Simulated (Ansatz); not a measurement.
**HF/def2-SVPD run of BH2SF (SMILES FBS)**

Aim: the vertical ionisation energy of BH2SF at HF/def2-SVPD, from 2 runs. 

The results are computed with Ansatz 0.2.0.

59 further runs of the same task are left out: 59 set aside as unsound or not needed.

**1. The system as given**

BH2SF has 5 atoms, charge 0, and is taken as a singlet. As SMILES, `FBS`. Geometry: relaxed at PBE0-D4/def2-TZVP. This is one conformer, not always the lowest.

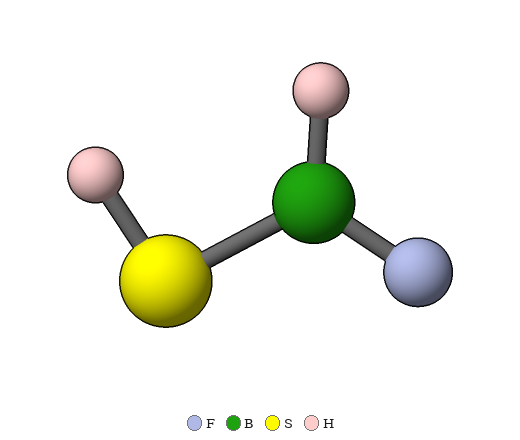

The structure, seen from a chosen angle (fluorine light blue, boron green, sulfur yellow, hydrogen pink).

**2. The energy at HF/def2-SVPD**

run.yaml reads:

```yaml
crystal:
  periodic: [false, false, false]
  atoms:
    - {symbol: F, position_ang: [-1.119100, -0.905900, -1.069200]}
    - {symbol: B, position_ang: [-0.412800, -0.339100, -0.106100]}
    - {symbol: S, position_ang: [0.972400, 0.698600, -0.579400]}
    - {symbol: H, position_ang: [-0.712000, -0.530900, 1.033700]}
    - {symbol: H, position_ang: [1.321400, 1.003700, 0.679600]}
basis:
  gaussian:
    orbitals: def2-SVPD
hamiltonian:
  xc: hf
accuracy: high
output:
  orbitals: {seedname: orbitals}
```

On the command line:

```sh
$ ansatz run run.yaml --threads 1 --pin off --max-ram 2610MiB --events-out events.jsonl --progress --plain --runs-dir runs
```

Output:

```text
Warning: RAYON_NUM_THREADS=1 ignored (pool sized by the plan → 1); use --threads N
Functional definition: HF
  name "HF"
  exchange = exact_x
  correlation = 0
1673 factors; integrals over basis functions are off by at most 3.4e-9 eV
mean field evaluation 1: about -14221.4463 eV, gradient 2.5e1 eV
mean field evaluation 2: about -14221.4493 eV, gradient 2.5e1 eV
mean field evaluation 4: about -14222.9940 eV, gradient 2.5e0 eV
mean field evaluation 8: about -14223.0229 eV, gradient 2.4e-4 eV
mean field -14223.02286628 eV, -522.6864496246 hartree, gradient 1.2e-8 eV, S^2 0.000000; 0 other end points of the search recorded, 0 dependent functions left out
reference -14223.02286628 eV, -522.6864496246 hartree; 16, 16 occupied and 70, 70 virtual orbitals, 1673 factors
Total energy: -14223.02286628 eV, -522.6864496246 hartree
```

It took 2.1 s on 1 thread of Arm Neoverse V1, shared host; peak memory 0.17 GiB.

**3. The doublet cation at the same level**

job.yaml reads:

```yaml
crystal:
  periodic: [false, false, false]
  atoms:
    - {symbol: F, position_ang: [-1.119100, -0.905900, -1.069200]}
    - {symbol: B, position_ang: [-0.412800, -0.339100, -0.106100]}
    - {symbol: S, position_ang: [0.972400, 0.698600, -0.579400]}
    - {symbol: H, position_ang: [-0.712000, -0.530900, 1.033700]}
    - {symbol: H, position_ang: [1.321400, 1.003700, 0.679600]}
basis:
  gaussian: {orbitals: def2-SVPD}
total_charge: 1
magnetization: {spin_polarized: true, initial_magnetization: 1}
hamiltonian: {xc: hf}
accuracy: high
output: {orbitals: {seedname: orbitals}}
```

On the command line:

```sh
$ ansatz run job.yaml --threads 1 --pin off --max-ram 2610MiB --events-out events.jsonl --progress --plain --runs-dir runs
```

Output:

```text
Warning: RAYON_NUM_THREADS=1 ignored (pool sized by the plan → 1); use --threads N
[... 4 set-up lines as earlier in the session ...]
1673 factors; integrals over basis functions are off by at most 3.4e-9 eV
mean field evaluation 1: about -14208.2152 eV, gradient 3.5e1 eV
mean field evaluation 2: about -14208.2783 eV, gradient 3.5e1 eV
mean field evaluation 4: about -14213.0884 eV, gradient 2.4e0 eV
mean field evaluation 8: about -14213.1608 eV, gradient 2.7e-1 eV
mean field evaluation 16: about -14213.1621 eV, gradient 1.4e-8 eV
mean field -14213.16207441 eV, -522.3240722072 hartree, gradient 4.7e-8 eV, S^2 0.761316; 0 other end points of the search recorded, 0 dependent functions left out
reference -14213.16207441 eV, -522.3240722072 hartree; 16, 15 occupied and 70, 71 virtual orbitals, 1673 factors
Total energy: -14213.16207441 eV, -522.3240722072 hartree
```

Wall time 3 s (1 thread of Arm Neoverse V1, shared host); peak memory 0.23 GiB.

**4. What came out**

At HF/def2-SVPD:

| quantity | value |
| --- | --- |
| singlet BH2SF: total energy | -522.68645 Eh |
| singlet BH2SF: HOMO energy | -11.15 eV |
| singlet BH2SF: LUMO energy | 1.91 eV |
| singlet BH2SF: HOMO–LUMO gap | 13.05 eV |
| doublet cation: total energy | -522.32407 Eh |
| doublet cation: HOMO energy (highest over α and β) | -19.94 eV |
| doublet cation: LUMO energy (lowest over α and β) | -8.80 eV |
| doublet cation: ⟨S²⟩ | 0.761 |
| vertical ionisation energy (to the doublet cation) | 9.861 eV |

What this shows: Removing an electron at fixed nuclei costs 9.86 eV (951 kJ/mol). The negative HOMO energy of the first species, 11.15 eV, lies 1.28 eV above that difference.
